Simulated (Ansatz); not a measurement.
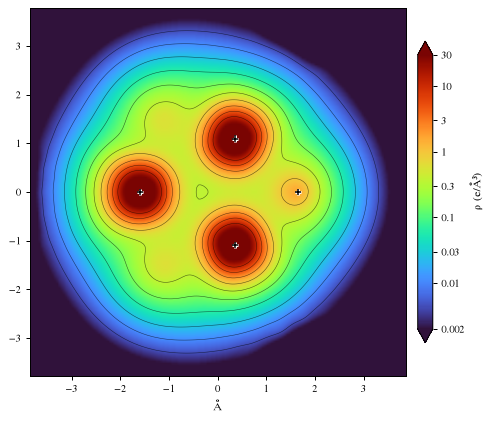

The total electron density on a plane through atoms (crosses mark nuclei in the plane).

Level of theory: UKS PBE0-D4/def2-TZVP in Ansatz.

Candidates:
A. Cu2Sn (triplet)
B. H4Ni3 (quintet)

Which system is this?

Answer. Candidate B: H4Ni3 on the plane of atoms Ni2, Ni1 and Ni3, which holds Ni and H. Ni–Ni (2.19 Å): the density is about 0.48 e/Å³ at the midpoint. Ni–Ni (2.24 Å): the density is about 0.44 e/Å³ at the midpoint.
